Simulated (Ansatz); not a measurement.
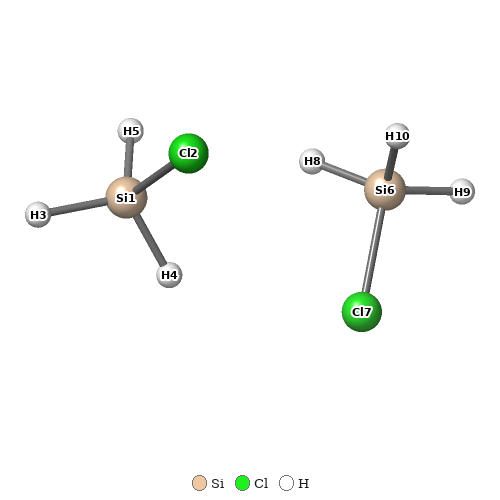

The system is the pair ClH₃Si···ClH₃Si; the picture shows the reference structure. The turn is about an axis along (0.69, 0.56, 0.46) in the frame of the relaxed pair, normal to the line between the partners. Coordinates scanned: (1) distance Si6···Cl2; (2) turn of Si1, Cl2, H3, H4, H5 about Si6. Grid: 9 × 9 points. At 4 points there is no value (left out of the scan, as a rule where atoms come close). Points are written as (first, second). Energies are in eV, from the lowest grid point. Energies and slopes of some neighbouring points disagree (a jump in structure or state, or too coarse a mesh). Level of theory: RKS PBE-D4/def2-SVPD in Ansatz.

Its coordinates:

```xyz
10

Si   -0.0694   -0.1655   -2.0944
Cl    1.6190    0.7208   -1.2124
H    -0.0571    0.1820   -3.5507
H    -1.2864    0.3795   -1.4164
H     0.0396   -1.6466   -1.8988
Si    0.0288   -0.0082    2.0657
Cl   -1.0308    1.7322    1.5668
H    -0.2005   -1.0159    0.9816
H    -0.5222   -0.5119    3.3648
H     1.4788    0.3337    2.1938
```

Range: distance Si6···Cl2 from 3.121 to 4.521 Å; turn of Si1, Cl2, H3, H4, H5 about Si6 from −120 to 120°.

### What will the energy surface look like?

The lowest grid point is at (3.652 Å, 0°). Other grid points that lie below all their neighbours: (3.652 Å, −90°) (0.008 eV higher). The highest grid point, (3.197 Å, 60°), lies 21.50 eV above the lowest. At the highest point the unbonded atoms Cl2···Cl7 come to 1.45 Å, against 3.92 Å at the lowest; the sum of their van der Waals radii is about 3.6 Å.

| second ↓, first → | 3.121 | 3.197 | 3.322 | 3.476 | 3.652 | 3.846 | 4.057 | 4.282 | 4.521 |
| --- | --- | --- | --- | --- | --- | --- | --- | --- | --- |
| 120 | 5.66 | 4.78 | 3.57 | 2.43 | 1.53 | 0.89 | 0.49 | 0.26 | 0.14 |
| 90 | – | – | – | 20.48 | 12.94 | 7.66 | 4.21 | 2.12 | 0.97 |
| 60 | – | 21.50 | 16.81 | 11.98 | 7.80 | 4.70 | 2.60 | 1.33 | 0.63 |
| 30 | 1.84 | 1.54 | 1.13 | 0.76 | 0.48 | 0.28 | 0.16 | 0.10 | 0.07 |
| 0 | 0.14 | 0.09 | 0.04 | 0.01 | 0.00 | 0.00 | 0.01 | 0.03 | 0.05 |
| −30 | 0.32 | 0.24 | 0.16 | 0.09 | 0.05 | 0.04 | 0.04 | 0.05 | 0.06 |
| −60 | 0.32 | 0.25 | 0.16 | 0.10 | 0.06 | 0.04 | 0.04 | 0.05 | 0.06 |
| −90 | 0.11 | 0.07 | 0.04 | 0.01 | 0.01 | 0.01 | 0.03 | 0.05 | 0.07 |
| −120 | 0.20 | 0.15 | 0.09 | 0.05 | 0.04 | 0.03 | 0.04 | 0.05 | 0.07 |

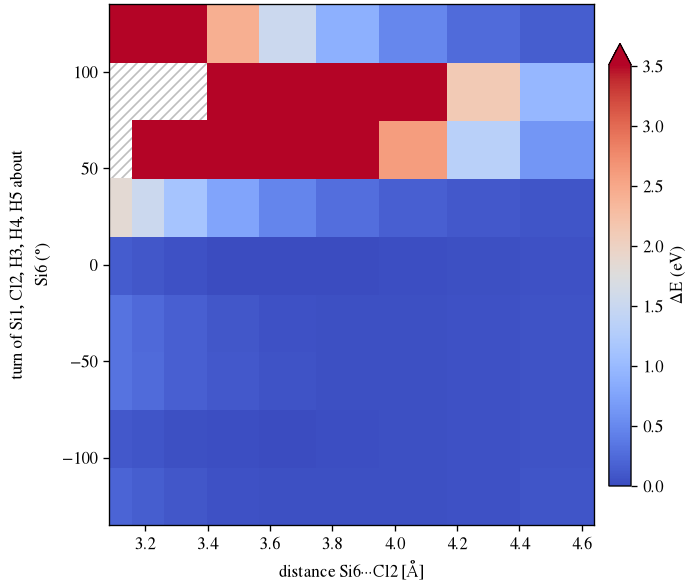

In the figure: one coloured cell a grid point, one colour for all values above the top of the scale, hatched blanks where no value was computed.

Time for the 77 points that were run: 13 min on 1 thread of Arm Neoverse V1, on a shared host.
